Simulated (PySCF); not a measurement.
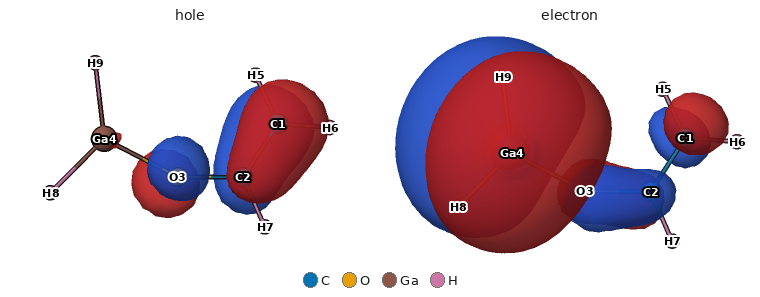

Figure 1: C$_{2}$H$_{5}$GaO, SMILES `C=C[O][GaH2]`. Leading natural transition orbital pair of S₁ (full linear response singlet states); the surfaces enclose about 78 % of each orbital's density.

Method: PBE0/aug-cc-pVDZ; geometry: GFN2-xTB; program: PySCF. No frequency check shows the geometry to be a minimum. GFN2-xTB bond lengths at metals and heavier atoms can be off by up to 0.1 Å and shapes distorted, which carries into these values.

Geometry (Å), atoms numbered from 1:

```
C1       2.5280    0.6072   -0.0333
C2       1.8300   -0.5122    0.0352
O3       0.4764   -0.5829   -0.0073
Ga4     -1.1080    0.0925    0.0019
H5       2.0320    1.5616   -0.1225
H6       3.6015    0.5955   -0.0014
H7       2.3051   -1.4840    0.1268
H8      -2.1139   -1.0469   -0.2246
H9      -1.4366    1.5982    0.2094
```

What kind of excitation is it, and where does it lie?

Answer. 4.41 eV (281 nm), f = 0.105 (bright), charge transfer, whose energy this functional puts too low; the leading pair carries 99 %; hole on C1 (38 %), C2 (23 %) and O3 (23 %), electron on Ga4 (71 %), H9 (8 %) and H8 (6 %); their centroids lie 2.7 Å apart. In canonical orbitals it is mainly HOMO → LUMO (98 %). The HOMO–LUMO gap is 5.30 eV.
